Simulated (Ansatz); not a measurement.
# UPBE/6-31G(d) (spherical functions) run of CH4ClGeO (SMILES [CH3][Ge]([OH])[Cl])

Aim: the vertical ionisation energy of CH4ClGeO at UPBE/6-31G* (spherical functions), from 2 runs. 

The calculation is run with Ansatz 0.2.0.

122 further runs of the same task are left out: 122 set aside as unsound or not needed.

### Step 1. The structure to begin with

CH4ClGeO: 8 atoms, total charge 0, spin state doublet. As SMILES, `[CH3][Ge]([OH])[Cl]`. Geometry: relaxed at PBE0-D4/def2-TZVP. This is one conformer, not always the lowest.

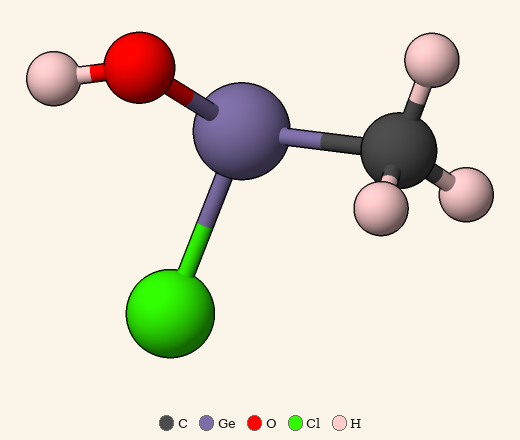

The structure, seen from a chosen angle (carbon dark grey, germanium purple, oxygen red, chlorine green, hydrogen pink).

### Step 2. The energy at UPBE/6-31G(d) (spherical functions)

The input, run.yaml:

```yaml
crystal:
  periodic: [false, false, false]
  atoms:
    - {symbol: C, position_ang: [0.070000, 1.235100, -0.045900]}
    - {symbol: Ge, position_ang: [-0.661500, -0.553500, 0.272700]}
    - {symbol: O, position_ang: [0.714600, -1.504600, 0.880000]}
    - {symbol: Cl, position_ang: [-1.247100, -1.432100, -1.639400]}
    - {symbol: H, position_ang: [0.419500, 1.652400, 0.898100]}
    - {symbol: H, position_ang: [0.906900, 1.122600, -0.737600]}
    - {symbol: H, position_ang: [-0.694800, 1.876200, -0.480900]}
    - {symbol: H, position_ang: [0.584600, -2.453200, 0.797100]}
basis:
  gaussian: {orbitals: 6-31G_st_-spherical.json}
magnetization: {spin_polarized: true, initial_magnetization: 1}
hamiltonian: {xc: {name: PBE}}
accuracy: high
output: {orbitals: {seedname: orbitals}}
```

The basis set 6-31G* is read from a file made from the Basis Set Exchange's data (not shown).

On the command line:

```
$ ansatz run run.yaml --threads 1 --pin off --max-ram 3480MiB --events-out events.jsonl --progress --plain --runs-dir runs
```

The log of the run:

```text
Warning: RAYON_NUM_THREADS=1 ignored (pool sized by the plan → 1); use --threads N
Functional definition: PBE
  name "PBE"
  parameter kappa = 0.804
  parameter beta = 0.06672455060314922
  exchange = pbe_x(kappa = kappa, mu = beta*pi^2/3)
  correlation = pbe_c(beta = beta)
1884 factors; integrals over basis functions are off by at most 7.8e-9 eV
mean field evaluation 1: about -72154.3059 eV, gradient 5.2e1 eV
mean field evaluation 2: about -72086.7427 eV, gradient 1.2e2 eV
mean field evaluation 4: about -72164.9715 eV, gradient 9.3e0 eV
mean field evaluation 8: about -72165.3792 eV, gradient 2.6e-1 eV
mean field evaluation 16: about -72165.3795 eV, gradient 3.0e-5 eV
mean field -72165.37953113 eV, -2652.0287823181 hartree, gradient 1.1e-8 eV, S^2 0.751370; 0 other end points of the search recorded, 0 dependent functions left out
reference -72165.37953448 eV, -2652.0287824410 hartree; 34, 33 occupied and 52, 53 virtual orbitals, 1884 factors
Total energy: -72165.37953448 eV, -2652.0287824410 hartree
```

Wall time 11 s (1 thread of Arm Neoverse V2, shared host); peak memory 0.28 GiB.

### Step 3. The singlet cation

The input, run.yaml:

```yaml
crystal:
  periodic: [false, false, false]
  atoms:
    - symbol: C
      position_ang: [0.070000, 1.235100, -0.045900]
    - symbol: Ge
      position_ang: [-0.661500, -0.553500, 0.272700]
    - symbol: O
      position_ang: [0.714600, -1.504600, 0.880000]
    - symbol: Cl
      position_ang: [-1.247100, -1.432100, -1.639400]
    - symbol: H
      position_ang: [0.419500, 1.652400, 0.898100]
    - symbol: H
      position_ang: [0.906900, 1.122600, -0.737600]
    - symbol: H
      position_ang: [-0.694800, 1.876200, -0.480900]
    - symbol: H
      position_ang: [0.584600, -2.453200, 0.797100]
basis:
  gaussian:
    orbitals: 6-31G_st_-spherical.json
total_charge: 1
hamiltonian:
  xc: {name: PBE}
accuracy: high
output:
  orbitals: {seedname: orbitals}
```

The basis set 6-31G* is read from a file made from the Basis Set Exchange's data (not shown).

On the command line:

```
$ ansatz run run.yaml --threads 1 --pin off --max-ram 3480MiB --events-out events.jsonl --progress --plain --runs-dir runs
```

The log of the run, cut to the lines that bear on the results:

```text
Warning: RAYON_NUM_THREADS=1 ignored (pool sized by the plan → 1); use --threads N
[... 6 set-up lines as earlier in the session ...]
1882 factors; integrals over basis functions are off by at most 7.8e-9 eV
mean field evaluation 1: about -72136.4713 eV, gradient 9.9e1 eV
mean field evaluation 2: about -71981.2919 eV, gradient 2.3e2 eV
mean field evaluation 4: about -72154.5600 eV, gradient 2.9e1 eV
mean field evaluation 8: about -72157.3080 eV, gradient 9.5e-1 eV
mean field evaluation 16: about -72157.3039 eV, gradient 6.0e-4 eV
mean field -72157.30394373 eV, -2651.7320099549 hartree, gradient 3.1e-8 eV, S^2 0.000000; 0 other end points of the search recorded, 0 dependent functions left out
reference -72157.30394705 eV, -2651.7320100769 hartree; 33, 33 occupied and 53, 53 virtual orbitals, 1882 factors
Total energy: -72157.30394705 eV, -2651.7320100769 hartree
```

Wall time 7.2 s (1 thread of Arm Neoverse V2, shared host); peak memory 0.22 GiB.

### Step 4. Outcome

Level: UPBE/6-31G* (spherical functions).

| quantity | value |
| --- | --- |
| doublet CH4ClGeO: total energy | -2652.02878 Eh |
| doublet CH4ClGeO: HOMO energy (highest over α and β) | -4.96 eV |
| doublet CH4ClGeO: LUMO energy (lowest over α and β) | -3.85 eV |
| doublet CH4ClGeO: ⟨S²⟩ | 0.751 |
| singlet cation: total energy | -2651.73201 Eh |
| singlet cation: HOMO energy | -13.19 eV |
| singlet cation: LUMO energy | -11.13 eV |
| singlet cation: HOMO–LUMO gap | 2.05 eV |
| vertical ionisation energy (to the singlet cation) | 8.076 eV |

**Reading.** The vertical ionisation energy comes to 8.08 eV (186 kcal/mol). Only the singlet of the ionised species was computed; a triplet could lie lower.
